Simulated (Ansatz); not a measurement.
# CH8FNSi2: what the fields show

```xyz
13

N     0.2884    1.3185   -0.8492
C    -0.3205    0.2538   -0.1636
F    -1.7558    0.3155   -0.2023
Si    0.1223    0.3256    1.6945
Si    0.1205   -1.4078   -0.9994
H     0.0944    2.2353   -0.4517
H     0.0935    1.3367   -1.8481
H    -0.6827   -0.6780    2.4473
H    -0.2013    1.7031    2.1792
H     1.5763    0.0525    1.8944
H    -0.2048   -1.2778   -2.4535
H    -0.6845   -2.5083   -0.3972
H     1.5745   -1.7037   -0.8355
```

The calculation used Ansatz 0.2.0, RKS PBE0-D4/def2-SVP.

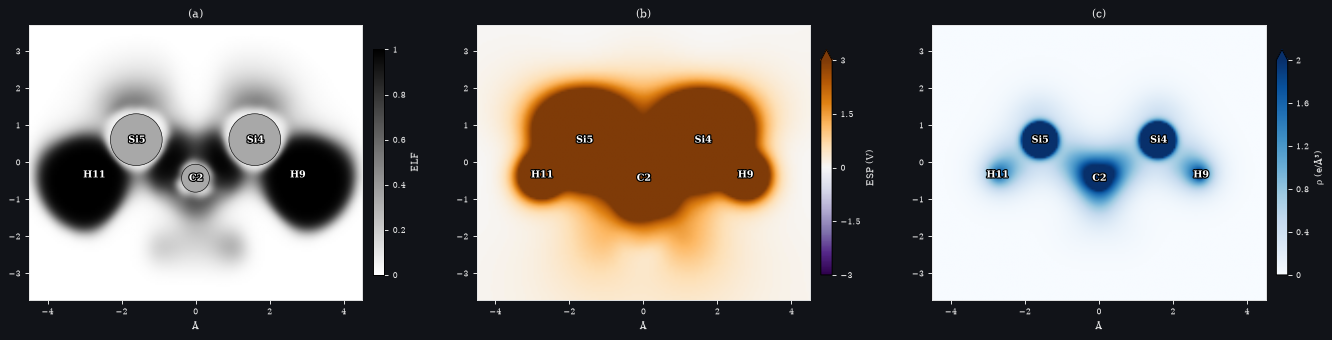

Figure 1. (a) electron localisation function; (b) molecular electrostatic potential; (c) electron density on the plane of atoms C2, Si4 and H9. Grey discs cover the atomic cores in the ELF map.

### Describe what can be read from this map.

- The section cuts through C, Si and H sites.
- C–Si (1.91 Å): ρ at the midpoint is about 0.95 e/Å³; the ELF peaks at about 1 between the atoms (localised, covalent bonding).
- Si–H (1.50 Å): ρ at the midpoint is about 0.75 e/Å³; the ELF climbs to about 1 towards the hydrogen, as it does in any bond to H.
- The potential has no marked negative region in this plane.

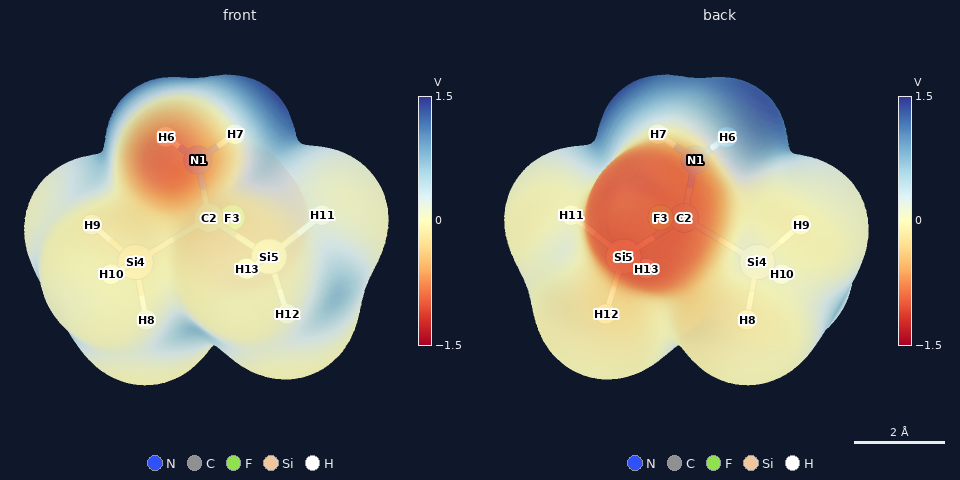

Figure 2. The molecular electrostatic potential painted on the density surface at 0.001 e/bohr³, seen from the front and from behind; the colour scale runs from red (negative) to blue (positive).

### Describe the electrostatic potential map.

The most negative region (about −1.0 V) lies over F3, the most positive (about +1.3 V) over H6 and H7.

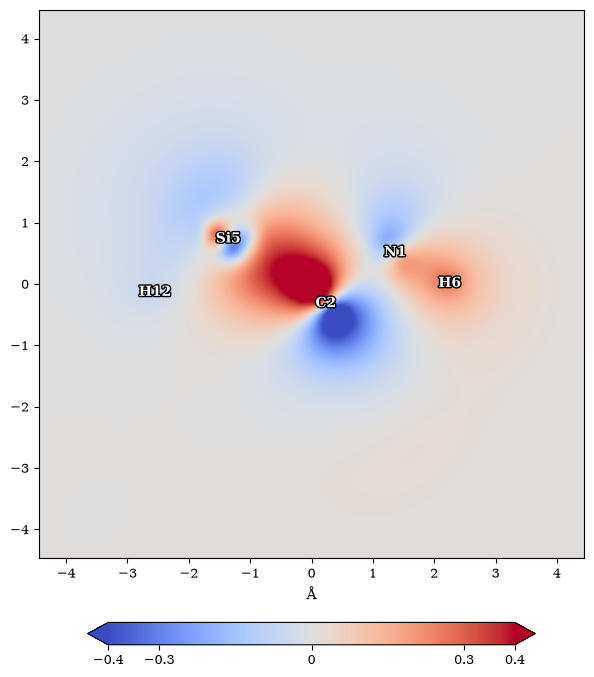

Figure 3. The HOMO on the plane of atoms C2, N1 and H6 (values in Å⁻³ᐟ²; the overall sign is arbitrary).

### Describe this orbital and give its energy.

It lies mainly on C2 (about 30 %), F3 (about 20 %), Si4 (about 15 %) and Si5 (about 15 %). Its energy is −7.93 eV.
